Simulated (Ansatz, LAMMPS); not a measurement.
# Site preference of F in place of O in glassy 74TiO2-26ZrO2 (mol %) (105 atoms)

At which site of glassy 74TiO2-26ZrO2 (mol %) (105 atoms) does F in place of O cost least, and what about the site decides it?

Program: Ansatz 0.2.0. Level of theory: Kohn-Sham DFT, PBEsol, PAW (set soft_2), plane waves. Results are calculated unless marked as measured.

### Step 1. The starting structure

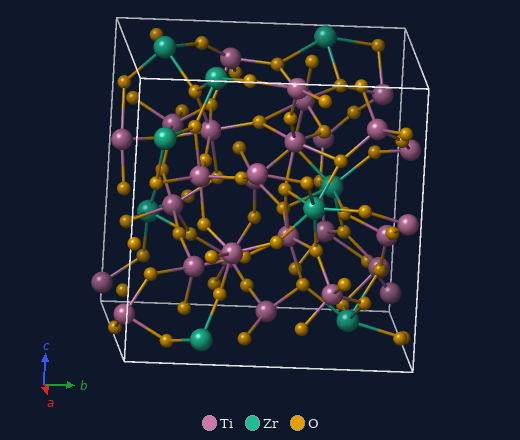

The cell as given, slightly off an axis (titanium pink, zirconium teal, oxygen orange). Bonds to atoms that aren't drawn are left out. Some periodic images of atoms are drawn too.

The cell holds 105 atoms: 26 Ti, 9 Zr and 70 O. Its edges and angles: a = 11.076 Å, b = 11.076 Å, c = 11.076 Å, α = 90.0°, β = 90.0°, γ = 90.0°. 105 atoms (26 Ti, 9 Zr, 70 O) placed at random at 3.98 g/cm³, melted at 4000 K for 10 ps at fixed volume with the Morse and Coulomb pair potential with partial charges (Pedone, Malavasi, Menziani, Cormack and Segre, J. Phys. Chem. B 110, 11780 (2006)). Quenched from 4000 K to 300 K at 50 K/ps and fixed volume, held 10 ps at zero pressure, then minimised at fixed cell.

Limits known from the start: The quench rate of 50 K/ps is many orders above laboratory rates, so the cell is likely richer in defects and strain than a real sample. The network of bonds at the start is that of the classical potential that made the cell, and needn't be the one that DFT or experiment would give. Sampling is at Γ alone, for a cell whose shortest periodic width is 11 Å.

### Step 2. Single point at the start

A single point comes first, to see the forces before anything moves.

input.yaml reads:

```yaml
crystal:
  lattice:
    - [11.07581, 0.0, 0.0]
    - [0.0, 11.07581, 0.0]
    - [0.0, 0.0, 11.07581]
  atoms:
    - { symbol: Ti, position: [0.18823, 0.19801, 0.67109] }
    - { symbol: Ti, position: [0.61608, 0.58385, 0.71554] }
    - { symbol: Ti, position: [0.70084, 0.85871, 0.78781] }
    - { symbol: Ti, position: [0.34767, 0.19834, 0.42061] }
    - { symbol: Ti, position: [0.44547, 0.00042, 0.66536] }
    - { symbol: Ti, position: [0.30785, 0.9275, 0.21832] }
    - { symbol: Ti, position: [0.5606, 0.58396, 0.37109] }
    - { symbol: Ti, position: [0.56582, 0.92492, 0.38684] }
    - { symbol: Ti, position: [0.2123, 0.41703, 0.2158] }
    - { symbol: Ti, position: [0.61395, 0.25841, 0.26262] }
    - { symbol: Ti, position: [0.48757, 0.52923, 0.08749] }
    - { symbol: Ti, position: [0.74828, 0.25003, 0.61022] }
    - { symbol: Ti, position: [0.8676, 0.36454, 0.36847] }
    - { symbol: Ti, position: [0.79507, 0.72551, 0.22001] }
    - { symbol: Ti, position: [0.44881, 0.30555, 0.70971] }
    - { symbol: Ti, position: [0.19611, 0.38432, 0.91299] }
    - { symbol: Ti, position: [0.03992, 0.73549, 0.61014] }
    - { symbol: Ti, position: [0.84822, 0.56056, 0.95226] }
    - { symbol: Ti, position: [0.2098, 0.91656, 0.80791] }
    - { symbol: Ti, position: [0.72478, 0.01677, 0.10922] }
    - { symbol: Ti, position: [0.8626, 0.9678, 0.48989] }
    - { symbol: Ti, position: [0.26406, 0.48429, 0.50592] }
    - { symbol: Ti, position: [0.0415, 0.99731, 0.07421] }
    - { symbol: Ti, position: [0.36922, 0.63099, 0.8126] }
    - { symbol: Ti, position: [0.99521, 0.42421, 0.67776] }
    - { symbol: Ti, position: [0.10828, 0.7511, 0.29664] }
    - { symbol: Zr, position: [0.42332, 0.13327, 0.99104] }
    - { symbol: Zr, position: [0.33585, 0.74708, 0.50427] }
    - { symbol: Zr, position: [0.16602, 0.71086, 0.99388] }
    - { symbol: Zr, position: [0.52508, 0.80975, 0.07312] }
    - { symbol: Zr, position: [0.94041, 0.2677, 0.07432] }
    - { symbol: Zr, position: [0.11081, 0.13721, 0.34557] }
    - { symbol: Zr, position: [0.9311, 0.10446, 0.77657] }
    - { symbol: Zr, position: [0.80502, 0.64639, 0.5231] }
    - { symbol: Zr, position: [0.6769, 0.2944, 0.94186] }
    - { symbol: O, position: [0.58702, 0.95681, 0.72665] }
    - { symbol: O, position: [0.09528, 0.8308, 0.71697] }
    - { symbol: O, position: [0.199, 0.1688, 0.51256] }
    - { symbol: O, position: [0.13598, 0.65482, 0.16725] }
    - { symbol: O, position: [0.47825, 0.91516, 0.24667] }
    - { symbol: O, position: [0.13558, 0.05985, 0.74824] }
    - { symbol: O, position: [0.72537, 0.7359, 0.67614] }
    - { symbol: O, position: [0.75292, 0.27238, 0.44122] }
    - { symbol: O, position: [0.83139, 0.33296, 0.2144] }
    - { symbol: O, position: [0.13059, 0.72465, 0.47735] }
    - { symbol: O, position: [0.12038, 0.9047, 0.19954] }
    - { symbol: O, position: [0.11494, 0.89932, 0.95956] }
    - { symbol: O, position: [0.84453, 0.39434, 0.97174] }
    - { symbol: O, position: [0.80315, 0.62541, 0.09568] }
    - { symbol: O, position: [0.65209, 0.79917, 0.92804] }
    - { symbol: O, position: [0.59512, 0.43238, 0.29939] }
    - { symbol: O, position: [0.27526, 0.80186, 0.33338] }
    - { symbol: O, position: [0.8822, 0.51468, 0.41492] }
    - { symbol: O, position: [0.51269, 0.77936, 0.4479] }
    - { symbol: O, position: [0.03748, 0.13507, 0.17299] }
    - { symbol: O, position: [0.3078, 0.04613, 0.10529] }
    - { symbol: O, position: [0.28786, 0.61136, 0.63273] }
    - { symbol: O, position: [0.51414, 0.23818, 0.85811] }
    - { symbol: O, position: [0.83626, 0.94592, 0.80308] }
    - { symbol: O, position: [0.73782, 0.55183, 0.8229] }
    - { symbol: O, position: [0.24448, 0.27436, 0.29861] }
    - { symbol: O, position: [0.94077, 0.7521, 0.28744] }
    - { symbol: O, position: [0.48732, 0.213, 0.35017] }
    - { symbol: O, position: [0.77555, 0.21941, 0.7893] }
    - { symbol: O, position: [0.95701, 0.60144, 0.64333] }
    - { symbol: O, position: [0.35414, 0.0061, 0.84863] }
    - { symbol: O, position: [0.71321, 0.66919, 0.35491] }
    - { symbol: O, position: [0.09899, 0.38097, 0.09594] }
    - { symbol: O, position: [0.26521, 0.31862, 0.76114] }
    - { symbol: O, position: [0.35026, 0.47003, 0.14764] }
    - { symbol: O, position: [0.64027, 0.55615, 0.55165] }
    - { symbol: O, position: [0.45951, 0.64145, 0.9674] }
    - { symbol: O, position: [0.12706, 0.43814, 0.58392] }
    - { symbol: O, position: [0.77696, 0.16315, 0.03179] }
    - { symbol: O, position: [0.68811, 0.10314, 0.24601] }
    - { symbol: O, position: [0.2741, 0.76262, 0.84731] }
    - { symbol: O, position: [0.84474, 0.38444, 0.62879] }
    - { symbol: O, position: [0.00549, 0.14106, 0.94586] }
    [... 21 atom lines left out ...]
    - { symbol: O, position: [0.49564, 0.69332, 0.7297] }
    - { symbol: O, position: [0.00095, 0.28135, 0.38038] }
    - { symbol: O, position: [0.32745, 0.88869, 0.62866] }
    - { symbol: O, position: [0.02586, 0.24263, 0.68466] }
    - { symbol: O, position: [0.55114, 0.23876, 0.10165] }
    - { symbol: O, position: [0.33168, 0.80684, 0.08918] }
kpoints:
  mp_grid: { grid: [1, 1, 1] }
hamiltonian:
  xc: pbesol
scf:
  occupations: { method: gaussian, width: 0.025 }
output:
  forces: true
```

Command:

```sh
ansatz run input.yaml --threads 4 --pin off --max-ram 8192MiB --backend cpu --events-out ev --progress --plain --runs-dir out
```

Numbers of over 12 decimals in the logs are rounded to 6 here.

What it wrote:

```text
[...]
Pseudopotentials: kind: paw
Pseudopotential: Ti, paw, valence charge 12, recommended cutoff 420 eV (normal), Ti.paw.azcp
Pseudopotential: Zr, paw, valence charge 12, recommended cutoff 420 eV (normal), Zr.paw.azcp
Pseudopotential: O, paw, valence charge 6, recommended cutoff 420 eV (normal), O.paw.azcp
[...]
Crystal: 105 atoms, lattice volume = 1358.709 Å³
Basis set: ecut = 420 eV, 26745 PW (Γ), exchange–correlation on 150×150×150 points (8 copies of the dense FFT grid, shifted against one another)
Bands: 525, of which v1, the nominal top of the filled ones, is band 420 counted from 1 (419 counted from 0)
Symmetry: 1 space group operations
Space group: P1 (ITA 1), of the structure as read, at distance tolerance 1.1e-4 Å
k-points: 1
[...]
Initial density: superposition of atomic densities (neutral atoms: chi_scale 0, normalization atom), corrected by the library's trained network
Initial wavefunctions: pseudopotential atomic-orbital guess
[...]
SCF iter   1: F=—  HF=-140876.049644 eV  |F-HF|=—  |Δ(HF+E_count)|=         —  Δρ=1.62e-2  dr2=3.11e0  ethr=1.77e-3  ⟨swp⟩=4.0  Hψ=1914  notcnv=0  defer=58
preconditioner: auto → Resta (q_TF=auto, 2.518 Å⁻¹)  ε∞=7.0  [insulator: Δε(μ)=2.028 eV  Ē_g=9.710 eV  σ=0.025 eV  W_gap=1.00  n_scr=364 (ndim 8)  ℏωp=23.8 eV  f_vac=0.093  D(μ)=0.00/eV (n_scr^D=0)  ε∞_Penn≈7.0]
SCF iter   2: F=—  HF=-140875.538049 eV  |F-HF|=—  |Δ(HF+E_count)|=   5.12e-1  Δρ=7.97e-3  dr2=8.05e-1  ethr=3.70e-4  ⟨swp⟩=2.0  Hψ=838  notcnv=0  defer=97
SCF iter   3: F=—  HF=-140875.404796 eV  |F-HF|=—  |Δ(HF+E_count)|=   1.33e-1  Δρ=2.37e-3  dr2=6.49e-2  ethr=9.59e-5  ⟨swp⟩=3.0  Hψ=664  notcnv=0  defer=58
automatic band count: iteration 3 solves 486 bands in place of 525: the levels show a gap, and the empty bands left out lie too high to hold charge; the band table lists the bands solved (type scf.n_extra_bands for more)
SCF iter   4: F=—  HF=-140875.397966 eV  |F-HF|=—  |Δ(HF+E_count)|=   6.83e-3  Δρ=1.01e-3  dr2=1.37e-2  ethr=7.73e-6  ⟨swp⟩=2.0  Hψ=751  notcnv=0  defer=58
SCF iter   5: F=—  HF=-140875.397734 eV  |F-HF|=—  |Δ(HF+E_count)|=   2.32e-4  Δρ=5.38e-4  dr2=4.71e-3  ethr=1.64e-6  ⟨swp⟩=2.0  Hψ=855  notcnv=0  defer=58
[...]
SCF iter  12: F=—  HF=-140875.394649 eV  |F-HF|=—  |Δ(HF+E_count)|=   1.89e-7  Δρ=3.00e-6  dr2=1.60e-7  ethr=1.79e-10  ⟨swp⟩=2.0  Hψ=648  notcnv=0  defer=58
SCF iter  13: F=-140875.394649 eV  HF=-140875.394649 eV  |F-HF|=4.57e-9  |Δ(HF+E_count)|=   1.09e-7  Δρ=1.70e-6  dr2=5.32e-8  ethr=1.19e-11  ⟨swp⟩=3.0  Hψ=1330  notcnv=0
SCF 1 converged in 13 iterations: F = -140875.394649 eV  dr2 = 5.32e-8
[...]
SCF converged after 13 iterations
Free energy (F): -140875.394649 eV
Harris-Foulkes:  -140875.394649 eV  (|F-HF|=4.57e-9)
Internal energy: -140875.394649 eV  (E = F + TS)
E sigma→0 (E₀):  -140875.394649 eV
Fermi energy:    7.904310 eV
--- Per-component energies (eV) ---
[...]
Σ components = -140875.394649   (vs F -140875.394649, Δ=0.00e0)
--- Forces (eV/Å), atoms counted from 1 ---
  atom   1  Ti    -0.24330856     0.34432508     0.63810392
  atom   2  Ti    -0.42086178     0.00975307    -0.21183202
  atom   3  Ti     0.20824101    -0.51564530     0.06705749
  atom   4  Ti    -0.91797225    -0.05146918     0.18681742
[...]
atom 105  O      0.48893287    -0.02694255    -0.33578404
  max |Σ_I F_I| component: 5.23e-5 eV/Å
```

Wall time 25 s (4 threads of Arm Neoverse V2, shared host); peak memory 2.1 GiB; 96 s of CPU time.

The column dr2 measures how far the density is from self-consistency, as an energy; F and HF (Harris–Foulkes) agree once it is small.

The r.m.s. force at the start is 0.63 eV/Å.

### Step 3. Relaxation

With the cell held, the atoms are moved downhill towards a nearby minimum.

input.yaml reads:

```yaml
crystal:
  lattice:
    - [11.07581, 0.0, 0.0]
    - [0.0, 11.07581, 0.0]
    - [0.0, 0.0, 11.07581]
  atoms:
    [... the 105 atom lines of step 2 ...]
kpoints:
  mp_grid: { grid: [1, 1, 1] }
hamiltonian:
  xc: pbesol
scf:
  occupations: { method: gaussian, width: 0.025 }
output:
  forces: true
relax:
  f_tol: 0.05
  max_steps: 120
```

What it wrote:

```text
[...]
Crystal: 105 atoms, lattice volume = 1358.709 Å³
Basis set: ecut = 420 eV, 26745 PW (Γ), exchange–correlation on 150×150×150 points (8 copies of the dense FFT grid, shifted against one another)
Bands: 525, of which v1, the nominal top of the filled ones, is band 420 counted from 1 (419 counted from 0)
Symmetry: 1 space group operations
[...]
k-points: 1
[...]
SCF iter   1: F=—  HF=-140876.049644 eV  |F-HF|=—  |Δ(HF+E_count)|=         —  Δρ=1.62e-2  dr2=3.11e0  ethr=1.77e-3  ⟨swp⟩=4.0  Hψ=1914  notcnv=0  defer=58
[...]
SCF iter   7: F=—  HF=-140875.394578 eV  |F-HF|=—  |Δ(HF+E_count)|=   8.00e-5  Δρ=1.06e-4  dr2=1.81e-4  ethr=7.43e-8  ⟨swp⟩=2.0  Hψ=848  notcnv=0  defer=97
SCF iter   8: F=-140875.394627 eV  HF=-140875.394634 eV  |F-HF|=6.59e-6  |Δ(HF+E_count)|=   5.60e-5  Δρ=4.96e-5  dr2=4.31e-5  ethr=7.44e-9  ⟨swp⟩=2.0  Hψ=1607  notcnv=0
SCF 1 converged in 8 iterations: F = -140875.394627 eV  dr2 = 4.31e-5
[...]
relax step   1: F+E_penalty+E_count = -140875.39462738 eV  Δ(F+E_penalty+E_count) = +0.000e0 eV  max|allowed force component| = 2.288e0 eV/Å  Δτ_max = 0.0000 Å  (8 SCF iters, dr2 threshold 6.25e-5 eV, accepted)
[...]
relax step   2: F+E_penalty+E_count = -140877.59552661 eV  Δ(F+E_penalty+E_count) = -2.201e0 eV  max|allowed force component| = 1.395e0 eV/Å  Δτ_max = 0.1461 Å  (8 SCF iters, dr2 threshold 1.00e-4 eV, accepted)
[...]
relax step   3: F+E_penalty+E_count = -140878.31113112 eV  Δ(F+E_penalty+E_count) = -7.156e-1 eV  max|allowed force component| = 9.269e-1 eV/Å  Δτ_max = 0.0791 Å  (7 SCF iters, dr2 threshold 1.00e-4 eV, accepted)
relax step   4: F+E_penalty+E_count = -140878.96426811 eV  Δ(F+E_penalty+E_count) = -6.531e-1 eV  max|allowed force component| = 4.462e-1 eV/Å  Δτ_max = 0.2000 Å  (8 SCF iters, dr2 threshold 1.00e-4 eV, accepted)
relax step   5: F+E_penalty+E_count = -140879.33511343 eV  Δ(F+E_penalty+E_count) = -3.708e-1 eV  max|allowed force component| = 5.504e-1 eV/Å  Δτ_max = 0.2000 Å  (8 SCF iters, dr2 threshold 4.61e-5 eV, accepted)
relax step   6: F+E_penalty+E_count = -140879.38686517 eV  Δ(F+E_penalty+E_count) = -5.175e-2 eV  max|allowed force component| = 9.344e-1 eV/Å  Δτ_max = 0.1597 Å  (8 SCF iters, dr2 threshold 7.02e-5 eV, accepted)
relax step   7: F+E_penalty+E_count = -140879.75205985 eV  Δ(F+E_penalty+E_count) = -3.652e-1 eV  max|allowed force component| = 2.742e-1 eV/Å  Δτ_max = 0.2000 Å  (7 SCF iters, dr2 threshold 1.00e-4 eV, accepted)
relax step   8: F+E_penalty+E_count = -140879.90617777 eV  Δ(F+E_penalty+E_count) = -1.541e-1 eV  max|allowed force component| = 2.386e-1 eV/Å  Δτ_max = 0.2000 Å  (9 SCF iters, dr2 threshold 6.47e-6 eV, accepted)
relax step   9: F+E_penalty+E_count = -140879.92508972 eV  Δ(F+E_penalty+E_count) = -1.891e-2 eV  max|allowed force component| = 2.778e-1 eV/Å  Δτ_max = 0.0763 Å  (9 SCF iters, dr2 threshold 4.90e-6 eV, accepted)
relax step  10: F+E_penalty+E_count = -140879.92071737 eV  Δ(F+E_penalty+E_count) = +4.372e-3 eV  max|allowed force component| = 3.157e-1 eV/Å  Δτ_max = 0.2000 Å  (8 SCF iters, dr2 threshold 5.84e-5 eV, rejected (line search))
relax step  11: F+E_penalty+E_count = -140879.99548949 eV  Δ(F+E_penalty+E_count) = -7.040e-2 eV  max|allowed force component| = 1.812e-1 eV/Å  Δτ_max = 0.1000 Å  (12 SCF iters, accepted)
relax step  12: F+E_penalty+E_count = -140880.02829389 eV  Δ(F+E_penalty+E_count) = -3.280e-2 eV  max|allowed force component| = 1.214e-1 eV/Å  Δτ_max = 0.1000 Å  (8 SCF iters, dr2 threshold 1.40e-5 eV, accepted)
relax step  13: F+E_penalty+E_count = -140880.03095954 eV  Δ(F+E_penalty+E_count) = -2.666e-3 eV  max|allowed force component| = 1.930e-1 eV/Å  Δτ_max = 0.1245 Å  (9 SCF iters, dr2 threshold 6.27e-6 eV, accepted)
relax step  14: F+E_penalty+E_count = -140879.84016655 eV  Δ(F+E_penalty+E_count) = +1.908e-1 eV  max|allowed force component| = 5.740e-1 eV/Å  Δτ_max = 0.2000 Å  (9 SCF iters, dr2 threshold 1.67e-5 eV, rejected (line search))
relax step  15: F+E_penalty+E_count = -140880.06162777 eV  Δ(F+E_penalty+E_count) = -3.067e-2 eV  max|allowed force component| = 2.323e-1 eV/Å  Δτ_max = 0.0742 Å  (13 SCF iters, accepted)
relax step  16: F+E_penalty+E_count = -140880.06679630 eV  Δ(F+E_penalty+E_count) = -5.169e-3 eV  max|allowed force component| = 1.641e-1 eV/Å  Δτ_max = 0.1000 Å  (7 SCF iters, dr2 threshold 5.39e-5 eV, accepted)
relax step  17: F+E_penalty+E_count = -140880.07809592 eV  Δ(F+E_penalty+E_count) = -1.130e-2 eV  max|allowed force component| = 7.121e-2 eV/Å  Δτ_max = 0.0215 Å  (6 SCF iters, dr2 threshold 1.35e-5 eV, accepted)
relax step  18: F+E_penalty+E_count = -140879.95716848 eV  Δ(F+E_penalty+E_count) = +1.209e-1 eV  max|allowed force component| = 2.451e-1 eV/Å  Δτ_max = 0.2000 Å  (13 SCF iters, rejected (line search))
[...]
relax step  19: F+E_penalty+E_count = -140880.08270398 eV  Δ(F+E_penalty+E_count) = -4.608e-3 eV  max|allowed force component| = 4.915e-2 eV/Å  Δτ_max = 0.0372 Å  (13 SCF iters, accepted)
SCF converged after 13 iterations
Free energy (F): -140880.082704 eV
[...]
Internal energy: -140880.082704 eV  (E = F + TS)
E sigma→0 (E₀):  -140880.082704 eV
Fermi energy:    7.891180 eV
[...]
Σ components = -140880.082704   (vs F -140880.082704, Δ=0.00e0)
--- Forces (eV/Å), atoms counted from 1 ---
  atom   1  Ti    -0.02419255     0.00331669     0.00237467
  atom   2  Ti     0.00496932    -0.00756243     0.01256236
  atom   3  Ti    -0.00129361    -0.01802725    -0.02065381
  atom   4  Ti    -0.01226649     0.00580083     0.00004968
[...]
atom 105  O     -0.00649385    -0.00030427     0.00111511
  max |Σ_I F_I| component: 6.38e-5 eV/Å
--- Relaxed structure (19 steps of the walk, 16 accepted, 0 SCFs on fresh bases) ---
  F+E_penalty+E_count = -140880.08270398 eV   max|allowed force component| = 4.915e-2 eV/Å
  atoms:
    - { symbol: Ti, position: [0.170104, 0.207355, 0.666333] }
    - { symbol: Ti, position: [0.594669, 0.574898, 0.715815] }
    - { symbol: Ti, position: [0.703155, 0.843975, 0.785898] }
    - { symbol: Ti, position: [0.370597, 0.152265, 0.458745] }
[...]
- { symbol: O, position: [0.365335, 0.845910, 0.071995] }
```

The job ended after 6.1 min (4 threads; peak memory 2.2 GiB).

The relaxation converged after 19 steps, 4.69 eV below its start, with a largest force component of 0.049 eV/Å.

(Part 1 of 3 ends here.)

[Logs are printed without paths, hosts, clocks, repeated set-up lines and the standing remarks that a program may print on its own settings, such as how far it seeks lower states.]

[Hosts, paths, dates, database ids (printed as entryN), source tags and the programs' standing remarks are cut or masked in the printed files.]
